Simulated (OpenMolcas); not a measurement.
**How basis sets differ on AlO (oxoaluminum)**

The species is AlO (2 atoms), meant as a doublet with charge 0. As SMILES, `[O]=[Al]`. The shape comes from GFN2-xTB, which is rough for such elements, and wasn't checked as a minimum.

```xyz
2

O     0.0000    0.0000    0.0000
Al    0.0000    0.0000    1.5700
```

Each level gives the dipole moment (D). The values are calculated.

| level | kind | program | value (D) | CPU time |
| --- | --- | --- | --- | --- |
| ROHF/ANO-XS-MB (DKH2) | Hartree–Fock | OpenMolcas | 1.58 | 2.9 s |
| ROHF/STO-3G | Hartree–Fock | OpenMolcas | 1.62 | 2.5 s |
| UHF/STO-3G | Hartree–Fock | OpenMolcas | 1.87 | 2.1 s |
| UHF/3-21G | Hartree–Fock | OpenMolcas | 1.00 | 1.5 s |
| UHF/def2-SVP | Hartree–Fock | OpenMolcas | 1.80 | 1.6 s |
| UHF/def2-TZVP | Hartree–Fock | OpenMolcas | 2.24 | 4.4 s |
| UHF/cc-pV(T+d)Z (Cholesky decomposition) | Hartree–Fock | OpenMolcas | 2.21 | 3.6 s |
| UHF/aug-cc-pVTZ (RICD fitting) | Hartree–Fock | OpenMolcas | 2.36 | 11 s |

The values span 1.00 to 2.36 D. Sets without polarisation functions give poor dipoles. Without the sets that lack polarisation functions the rows with a basis span only 1.80 to 2.36 D. Times are those of the runs behind each value, whatever else they computed, on shared processors of several kinds: orders of magnitude only.

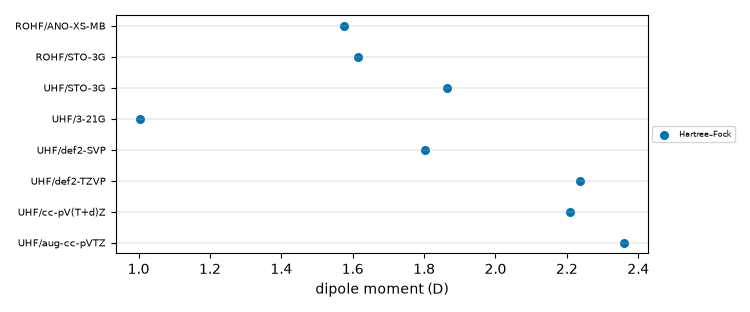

The values of the table, level by level.
